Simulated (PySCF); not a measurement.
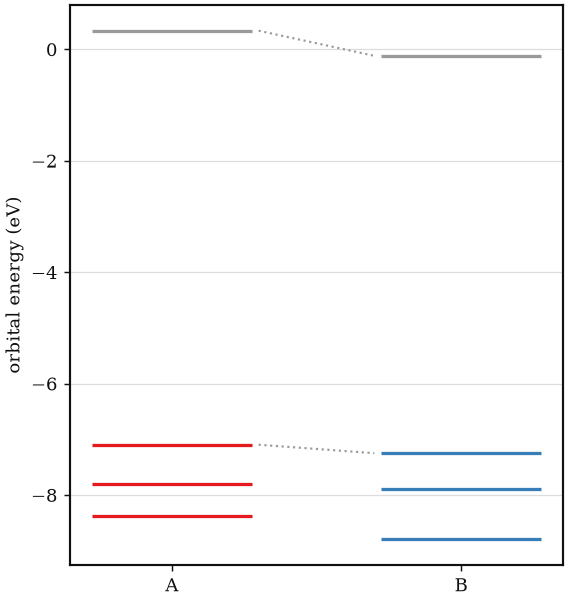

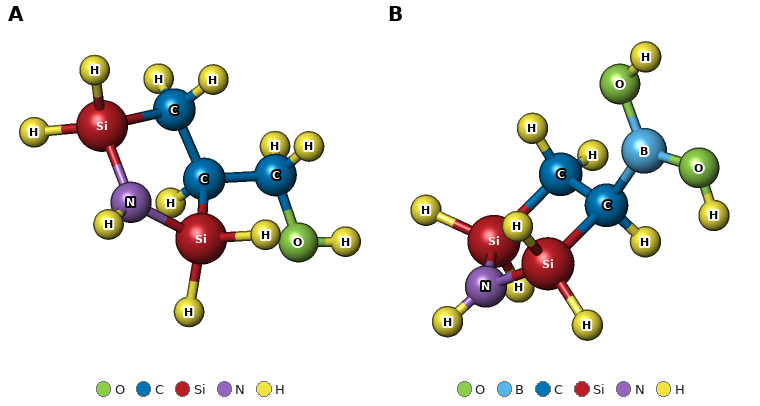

Related molecules: A is C₃H₁₁NOSi₂, SMILES OC[C@@H]1C[SiH2]N[SiH2]1; B is C₂H₁₀BNO₂Si₂, SMILES OB(O)[C@@H]1C[SiH2]N[SiH2]1. Frontier orbital energies, PBE0/def2-SVPD in PySCF, at a PBE0-D3(BJ)/def2-SVP geometry (no frequency check); drawn are at most three filled levels and, in grey, the LUMO with any level within 0.03 eV of it; dotted lines join the HOMOs and the LUMOs.

### What does the change do to the frontier levels?

From A to B the HOMO falls by 0.15 eV and the LUMO falls by 0.45 eV, so the separation goes from 7.43 to 7.13 eV.

### Does the ΔSCF ionisation energy follow the HOMO?

A: −ε(HOMO) 7.10, ΔSCF 8.90 eV; B: −ε(HOMO) 7.25, ΔSCF 9.05 eV.

Limits of at least one run: empty levels above zero depend strongly on the basis; one conformer of a flexible molecule.
